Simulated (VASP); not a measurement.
Band structure of AlAs (zinc blende). Computed with vdW-DF-cx, VASP's PBE PAW potentials (set 64) (plane waves; VASP).

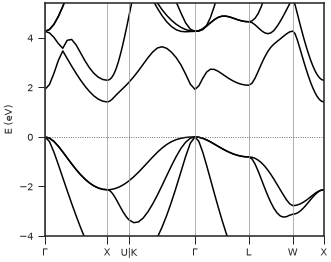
Bands along high-symmetry lines, zero at the valence-band maximum or, without a gap, the Fermi level

### Question
Read the plot: is there a gap, and where are the band edges?

### Answer
The gap is indirect, 1.41 eV, from the valence maximum at Γ to the conduction minimum at X. (Edges off the drawn lines would not show.)

Measured: gap 2.28 eV (computed value off by -0.87 eV), as given by Wei Chen et al., Physical Review Materials (2018), doi:10.1103/physrevmaterials.2.073803 [zero-point renormalisation of 0.04 eV added back (the table's ZPR column)].

The compound is AlAs in the zinc blende structure. It was relaxed first.
